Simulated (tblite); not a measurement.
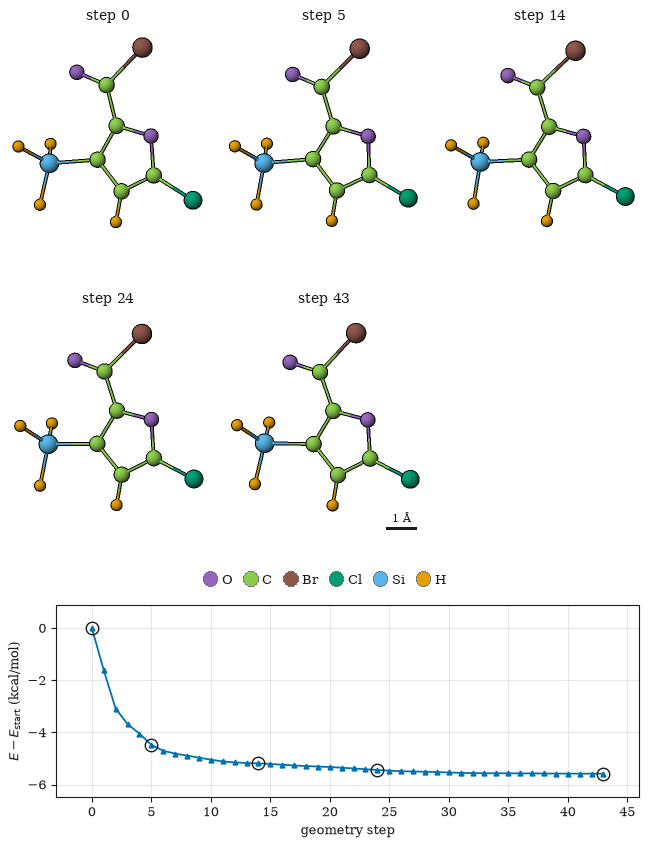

Frames of a relaxation of C$_{5}$H$_{4}$BrClO$_{2}$Si, marked on the history of the run. The picture is a ball-and-stick view, seen at a tilt.

Level of theory: tblite 0.8.0, GFN2-xTB geometry optimisation, gas phase. 

Q: What happens along the run?

A: The energy falls by 5.58 kcal/mol in 43 geometry steps. An O atom moves most after the best rigid fit: 0.27 Å. By element the largest moves are O 0.27 Å, H 0.19 Å, C 0.17 Å, Cl 0.15 Å, Br 0.13 Å, Si 0.11 Å. Some distances before and after: Br–C 1.918 → 1.953 Å, C–Cl 1.723 → 1.692 Å, C–O 1.361 → 1.334 Å, C–Si 1.861 → 1.887 Å. Bond angles that change, for instance: C–C–C 132.8° → 125.5°, C–C–Si 126.0° → 131.6°, O–C–Cl 123.0° → 117.7°. The run took 0.46 s on 1 thread of Arm Neoverse V1 (shared host). From step 0 to 5: O and Cl atoms move most (0.08 Å), energy −4.48 kcal/mol. From step 5 to 14: Br and Cl atoms move most (0.07 Å), energy −0.71 kcal/mol. From step 14 to 24: H atoms move most (0.09 Å), energy −0.25 kcal/mol. From step 24 to 43: O and Br atoms move most (0.08 Å), energy −0.14 kcal/mol.
